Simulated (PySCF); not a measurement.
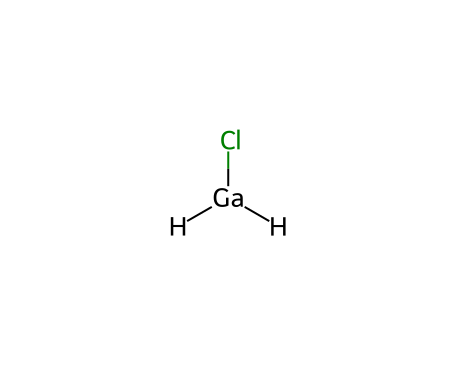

Simulated data, not a measurement (program: PySCF).

2D structure.

> Write the SMILES.

[Cl][GaH2]

> Give the formula, hydrogens included.

ClGaH2.

> An optimisation with PBE0-D3(BJ)/def2-SVP gave a structure of which point group?

C2v.
